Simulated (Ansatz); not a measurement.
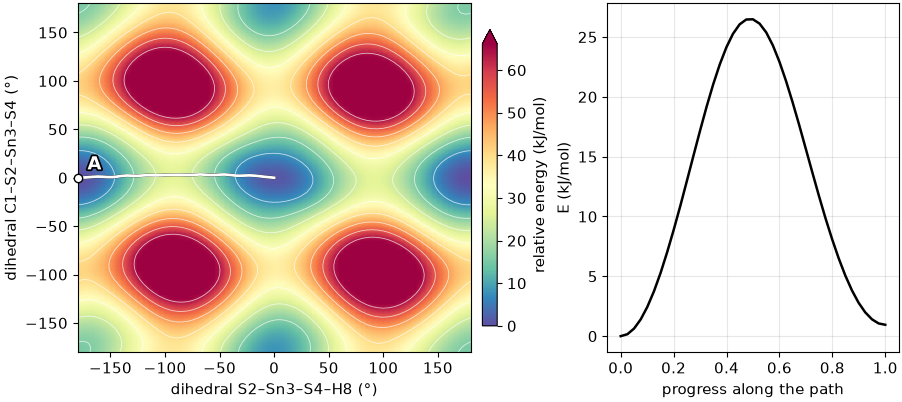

CH₄S₂Sn, SMILES C[S][Sn][SH]. Coordinates scanned: (1) dihedral S2–Sn3–S4–H8; (2) dihedral C1–S2–Sn3–S4. Nothing is relaxed (all other coordinates rigid). Grid: 18 × 18 points. Points are written as (first, second). All energies are given in kJ/mol relative to the lowest grid point. Theory: RKS PBE0-D4/def2-SVP (Ansatz).

The picture shows a smooth colour map with a few white contour lines, a line along the lowest path, one colour for all values above the top of the scale, the energy along the path at the right, the start A. Between grid points the surface is interpolated.

> Describe the path and its barrier.

The easiest path leads from the well at (−180°, 0°) to the well at (0°, 0°), about 0.95 kJ/mol higher (on a rigid scan; wells that are mirror images or exchange like atoms can differ by this much). Its highest point lies about 26 kJ/mol above the bottom of the first well on the interpolated surface, at about (−90°, 5°). The start is the relaxed structure and all else is held, so a fully relaxed path at this level can only be lower.
